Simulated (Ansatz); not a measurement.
# H7NSSi2: shift of H10 from Si3 to S4, part 2 of 2

How high is the barrier for the shift of H10 from Si3 to S4? Relax the two ends, then run a nudged elastic band between them. SMILES of the start: [SiH3]N[SiH2]S.

Ansatz 0.2.0; RKS r2SCAN-D4/def2-SVP. The steps go on from the part before.

## Step 6: The band

crystal.atoms is end A as relaxed above, and neb.final_atoms is end B, turned to lie on A. With 7 inner images the band has 9 in all. The start path is listed, through a guess of the saddle.

Contents of input.yaml:

```yaml
crystal:
  periodic: [false, false, false]
  atoms:
    - { symbol: Si, position_ang: [-0.208152, 1.478631, -0.995665] }
    - { symbol: "N", position_ang: [-0.289534, 0.517259, 0.460296] }
    - { symbol: Si, position_ang: [0.62212, -0.891399, 0.90719] }
    - { symbol: S, position_ang: [-0.528656, -2.714777, 0.959699] }
    - { symbol: H, position_ang: [0.893864, 0.920449, -1.829718] }
    - { symbol: H, position_ang: [-1.488061, 1.428385, -1.770551] }
    - { symbol: H, position_ang: [0.073133, 2.917197, -0.697122] }
    - { symbol: H, position_ang: [-1.03928, 0.764336, 1.10723] }
    - { symbol: H, position_ang: [1.124752, -0.803692, 2.307616] }
    - { symbol: H, position_ang: [1.741773, -0.982078, -0.070433] }
    - { symbol: H, position_ang: [-0.836559, -2.691413, -0.357843] }
basis:
  gaussian: { orbitals: def2-SVP }
hamiltonian:
  xc: r2scan
  dispersion: d4
neb:
  order_check: false
  images: 7
  f_tol: 0.05
  max_iterations: 60
  final_atoms:
    - { symbol: Si, position_ang: [-0.3502015, 1.77768335, -1.04773985] }
    - { symbol: "N", position_ang: [-0.01646656, 0.90898694, 0.43181673] }
    - { symbol: Si, position_ang: [1.23250732, -0.31159454, 0.65268789] }
    - { symbol: S, position_ang: [-0.38984978, -2.64704559, 0.54507448] }
    - { symbol: H, position_ang: [0.68411485, 1.37055522, -2.04177358] }
    - { symbol: H, position_ang: [-1.7088981, 1.45790799, -1.59585625] }
    - { symbol: H, position_ang: [-0.30107799, 3.25991776, -0.84251907] }
    - { symbol: H, position_ang: [-0.6341562, 1.11938401, 1.2160769] }
    - { symbol: H, position_ang: [0.95146577, -0.55014607, 2.15032109] }
    - { symbol: H, position_ang: [0.55405575, -3.35172909, 1.20861268] }
    - { symbol: H, position_ang: [0.04390643, -3.09102197, -0.65600201] }
  initial_path:
    images:
      - { positions_ang: [[-0.208152, 1.478631, -0.995665], [-0.289534, 0.517259, 0.460296], [0.62212, -0.891399, 0.90719], [-0.528656, -2.714777, 0.959699], [0.893864, 0.920449, -1.829718], [-1.488061, 1.428385, -1.770551], [0.073133, 2.917197, -0.697122], [-1.03928, 0.764336, 1.10723], [1.124752, -0.803692, 2.307616], [1.741773, -0.982078, -0.070433], [-0.836559, -2.691413, -0.357843]] }
      - { positions_ang: [[-0.19589526, 1.4914313, -0.97752513], [-0.392746, 0.41135174, 0.27781313], [0.61903672, -0.84355579, 0.77068303], [-0.41845334, -2.64989672, 1.0291845], [0.86343793, 1.02695415, -1.88015544], [-1.47202725, 1.63159955, -1.69351771], [0.14786571, 2.79384766, -0.48466442], [-1.11127556, 0.64414738, 0.94710316], [1.16126382, -0.56883593, 2.09975922], [1.67432739, -1.24294451, 0.16375915], [-0.81013416, -2.75120083, -0.23174049]] }
      - { positions_ang: [[-0.18363852, 1.50423161, -0.95938527], [-0.49595799, 0.30544448, 0.09533025], [0.61595344, -0.79571259, 0.63417607], [-0.30825067, -2.58501645, 1.09866999], [0.83301187, 1.13345931, -1.93059287], [-1.4559935, 1.8348141, -1.61648442], [0.22259842, 2.67049833, -0.27220683], [-1.18327113, 0.52395876, 0.78697632], [1.19777564, -0.33397986, 1.89190244], [1.60688177, -1.50381103, 0.3979513], [-0.78370933, -2.81098866, -0.10563798]] }
      - { positions_ang: [[-0.17138179, 1.51703191, -0.9412454], [-0.59916999, 0.19953722, -0.08715262], [0.61287017, -0.74786938, 0.4976691], [-0.19804801, -2.52013617, 1.16815549], [0.8025858, 1.23996446, -1.98103031], [-1.43995975, 2.03802864, -1.53945113], [0.29733113, 2.54714899, -0.05974925], [-1.25526669, 0.40377015, 0.62684947], [1.23428746, -0.0991238, 1.68404566], [1.53943616, -1.76467754, 0.63214345], [-0.75728449, -2.87077649, 0.02046453]] }
      - { positions_ang: [[-0.15912505, 1.52983222, -0.92310553], [-0.70238198, 0.09362996, -0.26963549], [0.60978689, -0.70002618, 0.36116213], [-0.08784534, -2.45525589, 1.23764098], [0.77215973, 1.34646962, -2.03146775], [-1.423926, 2.24124319, -1.46241784], [0.37206384, 2.42379966, 0.15270834], [-1.32726226, 0.28358153, 0.46672263], [1.27079928, 0.13573227, 1.47618888], [1.47199054, -2.02554405, 0.8663356], [-0.73085966, -2.93056432, 0.14656704]] }
      - { positions_ang: [[-0.20689416, 1.591795, -0.95426411], [-0.53090313, 0.2974692, -0.09427244], [0.765467, -0.60291827, 0.43404357], [-0.16334645, -2.50320332, 1.06449936], [0.75014851, 1.35249102, -2.03404421], [-1.49516902, 2.04540939, -1.49577744], [0.20377838, 2.63282918, -0.09609852], [-1.15398574, 0.49253215, 0.6540612], [1.1909659, -0.03573731, 1.64472193], [1.24250684, -2.35709031, 0.95190487], [-0.53716813, -2.97067873, -0.05407522]] }
      - { positions_ang: [[-0.25466327, 1.65375778, -0.98542269], [-0.35942427, 0.50130845, 0.08109062], [0.9211471, -0.50581036, 0.50692501], [-0.23884756, -2.55115074, 0.89135773], [0.72813729, 1.35851242, -2.03662066], [-1.56641205, 1.84957559, -1.52913704], [0.03549292, 2.84185871, -0.34490537], [-0.98070923, 0.70148277, 0.84139976], [1.11113253, -0.2072069, 1.81325498], [1.01302315, -2.68863657, 1.03747414], [-0.34347661, -3.01079314, -0.25471749]] }
      - { positions_ang: [[-0.30243239, 1.71572057, -1.01658127], [-0.18794541, 0.70514769, 0.25645367], [1.07682721, -0.40870245, 0.57980645], [-0.31434867, -2.59909816, 0.7182161], [0.70612607, 1.36453382, -2.03919712], [-1.63765507, 1.65374179, -1.56249665], [-0.13279253, 3.05088823, -0.59371222], [-0.80743271, 0.91043339, 1.02873833], [1.03129915, -0.37867649, 1.98178804], [0.78353945, -3.02018283, 1.12304341], [-0.14978509, -3.05090756, -0.45535975]] }
      - { positions_ang: [[-0.3502015, 1.77768335, -1.04773985], [-0.01646656, 0.90898694, 0.43181673], [1.23250732, -0.31159454, 0.65268789], [-0.38984978, -2.64704559, 0.54507448], [0.68411485, 1.37055522, -2.04177358], [-1.7088981, 1.45790799, -1.59585625], [-0.30107799, 3.25991776, -0.84251907], [-0.6341562, 1.11938401, 1.2160769], [0.95146577, -0.55014607, 2.15032109], [0.55405575, -3.35172909, 1.20861268], [0.04390643, -3.09102197, -0.65600201]] }
```

Command:

```
ansatz run input.yaml --threads 2 --pin off --max-ram 3072MiB --backend cpu --events-out ev --progress --plain --runs-dir out
```

The log of the run, cut to the lines that bear on the results:

```text
Warning: RAYON_NUM_THREADS=2 ignored (pool sized by the plan → 2); use --threads N
[...]
Functional definition: r2SCAN
[...]
1175 factors; their error is unknown
[...]
mean field -28183.98712881 eV, -1035.7424231911 hartree, gradient 2.7e-5 eV, S^2 0.000000; 0 other end points of the search recorded, 0 dependent functions left out
[...]
reference -28183.98713975 eV, -1035.7424235934 hartree; 29, 29 occupied and 74, 74 virtual orbitals, 1175 factors
[...]
1175 factors; their error is unknown
[...]
mean field -28179.05146225 eV, -1035.5610407904 hartree, gradient 8.1e-5 eV, S^2 0.000000; 0 other end points of the search recorded, 0 dependent functions left out
[...]
reference -28179.05147278 eV, -1035.5610411774 hartree; 29, 29 occupied and 74, 74 virtual orbitals, 1175 factors
1175 factors; their error is unknown
mean field -28179.04811148 eV, -1035.5609176522 hartree, gradient 3.7e-5 eV, S^2 0.000000; 0 other end points of the search recorded, 0 dependent functions left out
[...]
```

## Step 7: More of the same log: band between the two ends

Output, continued, cut to the lines that bear on the results:

```text
reference -28179.04812199 eV, -1035.5609180383 hartree; 29, 29 occupied and 74, 74 virtual orbitals, 1175 factors
1175 factors; their error is unknown
[...]
mean field -28179.48670727 eV, -1035.5770357499 hartree, gradient 6.2e-6 eV, S^2 0.000000; 0 other end points of the search recorded, 0 dependent functions left out
[...]
reference -28179.48671797 eV, -1035.5770361432 hartree; 29, 29 occupied and 74, 74 virtual orbitals, 1175 factors
[...]
Atom 8 at     1.001907    -0.638323     2.423339 Å, force     0.001551    -0.000361    -0.001520 eV/Å
Atom 9 at     1.115763    -1.981325     0.228031 Å, force     0.008698    -0.002998    -0.008300 eV/Å
Atom 10 at    -0.719473    -2.477831    -0.477674 Å, force    -0.000840     0.000719     0.001153 eV/Å
Dipole moment:    -0.156935     0.366605    -0.072855 e Å
this run last wrote the band of iteration 24 to <dir>; this run last wrote the band within `neb.f_tol` of iteration 20 to <dir>
```

It took 4.3 min on 2 threads of Intel Xeon 6975P-C (Granite Rapids), shared host; peak memory 0.19 GiB.

## Step 8: What the band shows

The 7 inner images lie between the fixed ends 0 and 8. Energy is taken from image 0, and the path length is the program's own coordinate along the band.

```
image  path (Å)  energy (eV)  H10–Si3 (Å)  H10–S4 (Å)  band force (eV/Å)
    0     0.000       0.0000         1.49        3.04                  -
    1     0.562       0.0012         1.49        3.04              0.024
    2     1.125       0.0015         1.49        3.02              0.014
    3     1.687       0.1785         1.48        2.73              0.014
    4     2.250       1.4949         1.47        2.17              0.022
   5*     2.812       2.5107         1.64        1.67              0.011
    6     3.861       2.2347         2.82        1.35              0.027
    7     4.910       2.1796         3.19        1.35              0.009
    8     5.959       2.1682         3.16        1.35                  -
```

The star marks the climbing image.

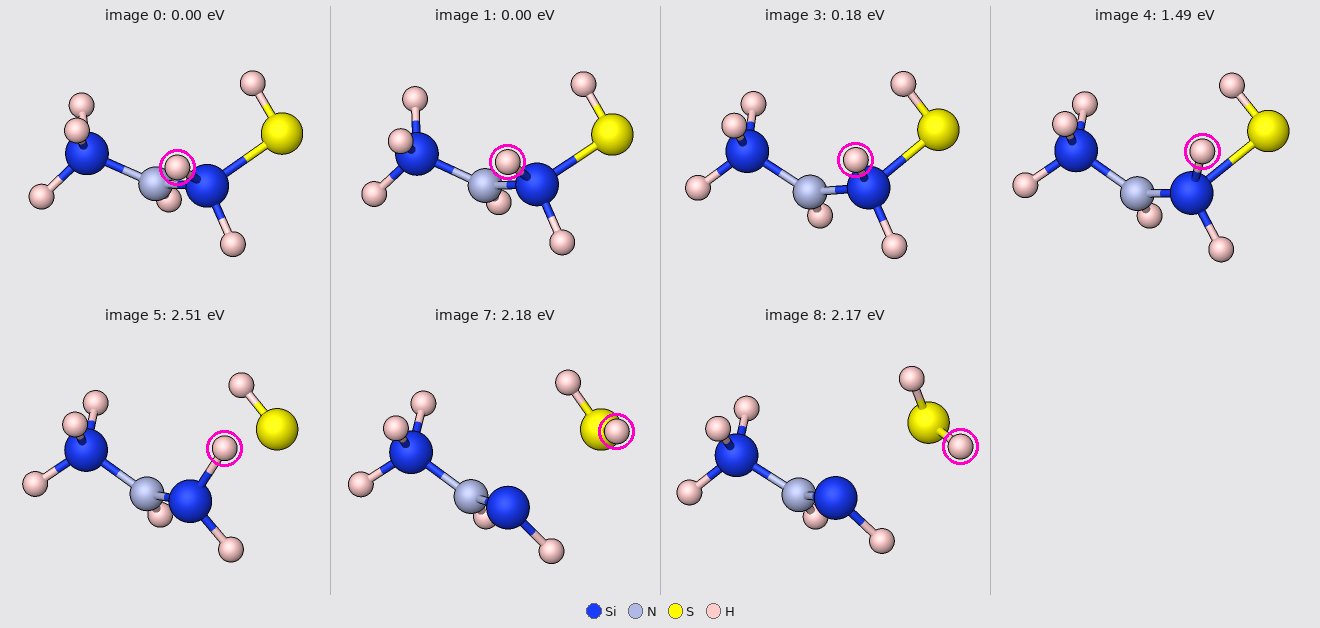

Snapshots along the band, viewed from a chosen angle. Ringed: H10. Sticks join atoms closer than a bonding distance in each image.

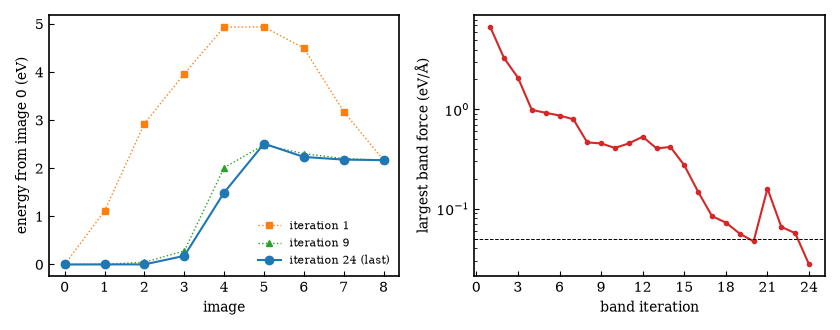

Left: energy of each image for early iterations and the last one (lines only join the points; early values far above the last band run off the scale). Right: the largest band force by iteration, with the threshold dashed.

How the highest energy settled:

```
iteration  highest image above image 0 (eV)  largest band force (eV/Å)
        1                            4.9381                      6.763
        3                            2.8602                      2.086
        5                            2.7301                      0.923
        7                            2.5492                      0.795
        9                            2.4870                      0.454
       11                            2.4752                      0.454
       13                            2.5249                      0.404
       15                            2.5242                      0.273
       17                            2.5143                      0.084
       19                            2.5117                      0.056
       21                            2.5114                      0.159
       23                            2.5109                      0.057
       24                            2.5107                      0.027
```

Positions of all images (Å):

```xyz
11
image=0 dE=0.0000
Si   -0.208    1.479   -0.996
N    -0.290    0.517    0.460
Si    0.622   -0.891    0.907
S    -0.529   -2.715    0.960
H     0.894    0.920   -1.830
H    -1.488    1.428   -1.771
H     0.073    2.917   -0.697
H    -1.039    0.764    1.107
H     1.125   -0.804    2.308
H     1.742   -0.982   -0.070
H    -0.837   -2.691   -0.358
11
image=1 dE=0.0012
Si   -0.202    1.484   -0.986
N    -0.235    0.530    0.477
Si    0.641   -0.916    0.873
S    -0.584   -2.687    0.995
H     1.049    1.137   -1.717
H    -1.370    1.220   -1.887
H    -0.215    2.941   -0.656
H    -0.967    0.778    1.145
H     1.228   -0.855    2.241
H     1.699   -1.050   -0.167
H    -0.980   -2.639   -0.298
11
image=2 dE=0.0015
Si   -0.236    1.448   -0.998
N    -0.188    0.585    0.520
Si    0.629   -0.895    0.919
S    -0.598   -2.671    0.885
H     0.878    0.922   -1.838
H    -1.526    1.258   -1.734
H    -0.061    2.915   -0.779
H    -0.868    0.895    1.215
H     1.104   -0.863    2.330
H     1.752   -1.026   -0.050
H    -0.821   -2.625   -0.448
11
image=3 dE=0.1785
Si   -0.257    1.459   -1.027
N    -0.046    0.650    0.512
Si    0.625   -0.896    0.959
S    -0.659   -2.641    0.866
H     0.800    0.945   -1.941
H    -1.603    1.208   -1.634
H    -0.119    2.942   -0.878
H    -0.651    1.019    1.251
H     1.052   -0.776    2.381
H     1.632   -1.427    0.016
H    -0.708   -2.542   -0.484
11
image=4 dE=1.4949
Si   -0.282    1.483   -1.051
N    -0.028    0.722    0.508
Si    0.792   -0.742    0.954
S    -0.447   -2.707    0.846
H     0.758    0.924   -1.957
H    -1.641    1.197   -1.605
H    -0.137    2.969   -0.958
H    -0.663    1.035    1.250
H     1.076   -0.674    2.407
H     1.369   -1.784    0.090
H    -0.732   -2.480   -0.462
11
image=5 dE=2.5107
Si   -0.299    1.485   -1.056
N    -0.065    0.747    0.517
Si    1.065   -0.502    0.928
S    -0.248   -2.788    0.751
H     0.758    0.930   -1.946
H    -1.647    1.167   -1.620
H    -0.178    2.972   -0.978
H    -0.718    1.029    1.250
H     1.002   -0.638    2.423
H     1.116   -1.981    0.228
H    -0.719   -2.478   -0.478
11
image=6 dE=2.2347
Si   -0.296    1.516   -1.058
N    -0.090    0.846    0.544
Si    1.225   -0.208    1.041
S    -0.111   -2.787    0.709
H     0.790    0.953   -1.911
H    -1.624    1.140   -1.640
H    -0.218    3.010   -1.064
H    -0.813    1.083    1.224
H     0.795   -0.352    2.508
H     1.098   -2.869    0.113
H    -0.692   -2.389   -0.444
11
image=7 dE=2.1796
Si   -0.329    1.633   -1.062
N    -0.038    0.898    0.497
Si    1.258   -0.234    0.874
S    -0.292   -2.644    0.695
H     0.757    1.173   -1.975
H    -1.653    1.223   -1.635
H    -0.330    3.127   -0.987
H    -0.705    1.139    1.230
H     0.908   -0.381    2.366
H     0.833   -3.393    0.672
H    -0.345   -2.598   -0.655
11
image=8 dE=2.1682
Si   -0.350    1.778   -1.048
N    -0.016    0.909    0.432
Si    1.233   -0.312    0.653
S    -0.390   -2.647    0.545
H     0.684    1.371   -2.042
H    -1.709    1.458   -1.596
H    -0.301    3.260   -0.843
H    -0.634    1.119    1.216
H     0.951   -0.550    2.150
H     0.554   -3.352    1.209
H     0.044   -3.091   -0.656
```

## Step 9: Another band, settings changed

crystal.atoms is end A as relaxed above, and neb.final_atoms is end B, turned to lie on A. With 7 inner images the band has 9 in all. The start path is listed, through a guess of the saddle.

input.yaml: that of step 6 with these lines changed.

```diff
@@ -22,3 +22,3 @@
   images: 7
-  f_tol: 0.05
+  f_tol: 0.2
   max_iterations: 60
```

Command:

```
ansatz run input.yaml --threads 2 --pin off --max-ram 3072MiB --backend cpu --events-out ev --progress --plain --runs-dir out
```

The log of the run, cut to the lines that bear on the results:

```text
Warning: RAYON_NUM_THREADS=2 ignored (pool sized by the plan → 2); use --threads N
[...]
Functional definition: r2SCAN
[...]
1175 factors; their error is unknown
[...]
mean field -28183.98712881 eV, -1035.7424231911 hartree, gradient 2.7e-5 eV, S^2 0.000000; 0 other end points of the search recorded, 0 dependent functions left out
[...]
reference -28183.98713975 eV, -1035.7424235934 hartree; 29, 29 occupied and 74, 74 virtual orbitals, 1175 factors
[...]
Atom 7 at    -0.691580     1.042132     1.279647 Å, force    -0.072925     0.057496    -0.039986 eV/Å
Atom 8 at     0.950688    -0.622843     2.473113 Å, force     0.002191    -0.024273    -0.007339 eV/Å
Atom 9 at     1.150544    -1.920957     0.205694 Å, force     0.009578    -0.002091     0.024375 eV/Å
Atom 10 at    -0.729344    -2.407815    -0.522481 Å, force     0.021680     0.019132     0.003105 eV/Å
Dipole moment:    -0.137404     0.439203    -0.050261 e Å
this run last wrote the band of iteration 16 to <dir>
```

It took 3 min on 2 threads of Intel Xeon 6975P-C (Granite Rapids), shared host; peak memory 0.19 GiB.

## Step 10: What the band shows

The 7 inner images lie between the fixed ends 0 and 8. Energy is taken from image 0, and the path length is the program's own coordinate along the band.

```
image  path (Å)  energy (eV)  H10–Si3 (Å)  H10–S4 (Å)  band force (eV/Å)
    0     0.000       0.0000         1.49        3.04                  -
    1     0.616       0.0063         1.49        3.05              0.122
    2     1.233       0.0014         1.49        3.02              0.070
    3     1.850       0.0775         1.48        2.83              0.185
    4     2.468       1.2967         1.46        2.24              0.197
   5*     3.087       2.5168         1.63        1.70              0.114
    6     4.211       2.2256         2.89        1.35              0.071
    7     5.336       2.1826         3.21        1.35              0.132
    8     6.460       2.1682         3.16        1.35                  -
```

The star marks the climbing image.

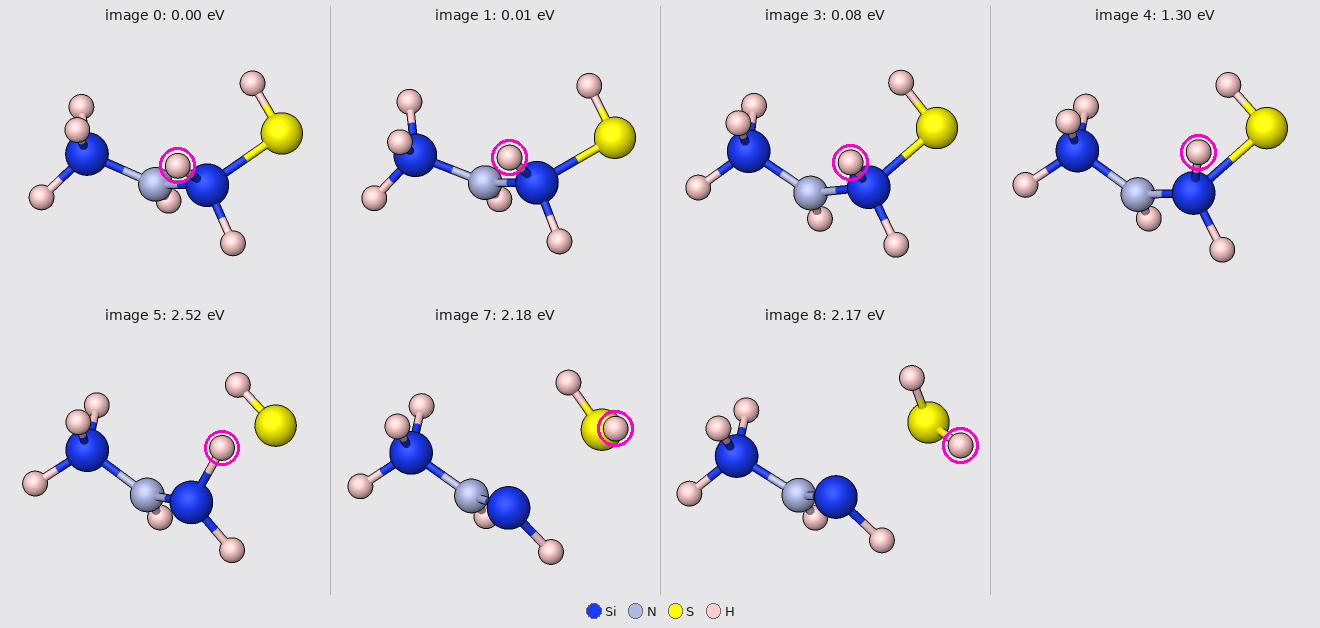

Snapshots along the band, viewed from a chosen angle. Ringed: H10. Sticks join atoms closer than a bonding distance in each image.

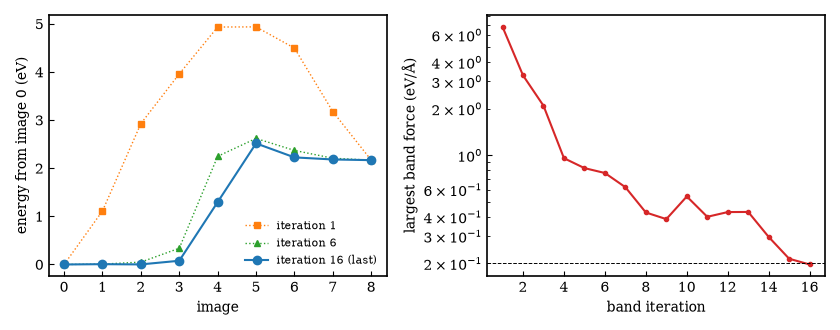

Left: energy of each image for early iterations and the last one (lines only join the points; early values far above the last band run off the scale). Right: the largest band force by iteration, with the threshold dashed.

## Step 11: Outcome

What follows sums up all 2 parts.

| quantity | value |
| --- | --- |
| end A | 18 moves, 0.903 eV lower |
| end B | 19 moves, 3.838 eV lower |
| first band: barrier forwards | 2.51 eV |
| first band: barrier backwards | 0.34 eV |
| first band: second end relative to first | +2.168 eV |
| first band: highest image | 5 of 0 to 8, climbing |
| first band: band iterations | 24 |
| pieces at the ends | H7NSSi2 → H5NSi2 + H2S |
| second band | top 2.517 eV above image 0, 16 iterations, 7 inner images |
| time, first and second band | 4.3 min and 3 min |

In words: In the first band: the barrier from the first end is 2.51 eV, 97 times kT at 300 K; with a typical attempt rate of 10^13 per second that is roughly 10^-29 events a second. The second end lies 2.17 eV above the first, so the way back costs 0.34 eV. The input switches the test of curvatures off, so the top was not shown to be a first-order saddle. By distance, end A alone has Si3–S4, Si3–H10 and end B alone has S4–H10. The second band's top lies 6 meV above the first's, so the changed settings hardly move the height. These are electronic energies, with no zero-point or thermal terms. Tunnelling, which matters where hydrogen moves, is missing too. Semilocal functionals tend to give barriers that are too low.
